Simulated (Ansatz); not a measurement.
**BrH5O2Si2: density, localisation and related maps**

The calculation's input:

```
crystal:
  periodic: [false, false, false]
  atoms:
    - {symbol: Br, position_ang: [0.694863, 1.840071, -0.299863]}
    - {symbol: O, position_ang: [1.101539, -0.225152, -2.704189]}
    - {symbol: O, position_ang: [0.577525, -1.291847, -0.267795]}
    - {symbol: Si, position_ang: [0.228133, -0.088276, -1.321163]}
    - {symbol: Si, position_ang: [0.850726, -1.805834, 1.291802]}
    - {symbol: H, position_ang: [2.059947, -0.164162, -2.644583]}
    - {symbol: H, position_ang: [-1.192990, -0.102158, -1.710679]}
    - {symbol: H, position_ang: [1.091664, -0.633681, 2.181873]}
    - {symbol: H, position_ang: [2.046026, -2.695250, 1.289497]}
    - {symbol: H, position_ang: [-0.339190, -2.566056, 1.769433]}
basis:
  gaussian:
    orbitals: def2-SVPD
hamiltonian:
  xc: {name: PBE0}
output: {forces: true, orbitals: {seedname: orbitals}}
```

Command:

```sh
ansatz run input.yaml --threads 2 --pin off --max-ram 4350MiB --events-out events.jsonl --progress --plain --runs-dir runs
```

Geometry: PBE0-D3(BJ)/def2-SVP.

Theory: isolated molecule in a Gaussian basis; Kohn-Sham density functional theory, functional PBE0 (Ansatz).

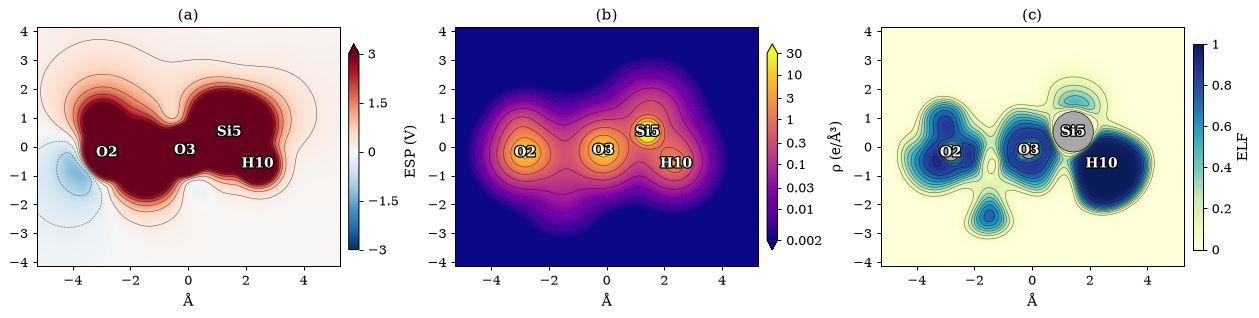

Figure 1. (a) molecular electrostatic potential; (b) total electron density; (c) electron localisation function on the plane of atoms O3, Si5 and H10. Grey discs cover the atomic cores in the ELF map.

Q: Describe what can be read from this map.

A:
- The section cuts through O, Si and H sites.
- Si–O (1.66 Å): ρ at the midpoint is about 1 e/Å³; the ELF peaks at about 0.85 between the atoms: a polar covalent bond.
- Si–H (1.49 Å): the density is about 0.78 e/Å³ at the midpoint; the ELF climbs to about 1 towards the hydrogen, as it does in any bond to H.
- The ELF also peaks beside O3 and O2, away from the bonds: lone-pair regions.
- Outside the dense part of the molecule the potential is most negative (−1.3 V) near O2.

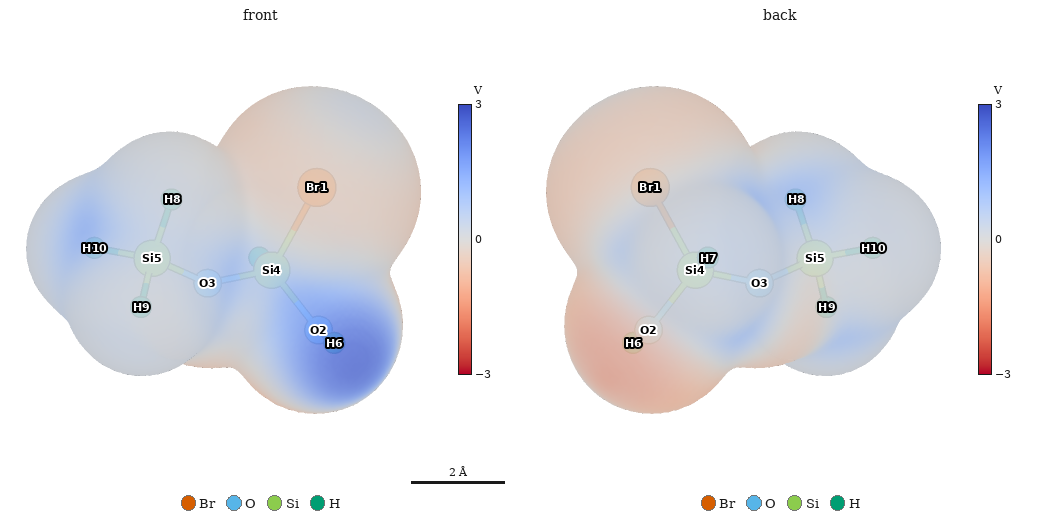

Figure 2. The molecular electrostatic potential painted on the density surface at 0.001 e/bohr³, seen from the front and from behind; the colour scale runs from red (negative) to blue (positive).

Q: Which sites attract a positive test charge, and which a negative one?

A: A positive charge is drawn to the negative regions and a negative charge to the positive ones. The most negative region (about −1.0 V) lies over O2, the most positive (about +2.2 V) over H6. Br1 shows a σ-hole: about +0.2 V at the tip opposite its bond, against about −0.3 V on its flanks.

Q: How polar is the molecule by this calculation?

A: Its dipole moment is 1.34 D.

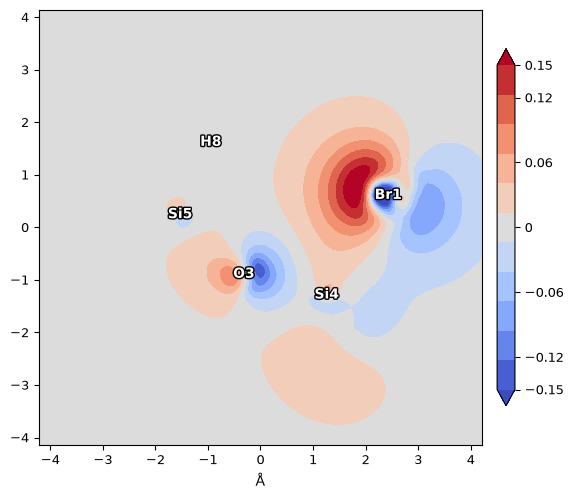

Figure 3. The HOMO−1 on the plane of atoms O3, Si5 and H8 (values in Å⁻³ᐟ²; the overall sign is arbitrary).

Q: Describe this orbital and give its energy.

A: Its weight (Hirshfeld) is mainly on Br1 (about 85 %); largely a lone pair of Br1. Its energy is −8.67 eV.
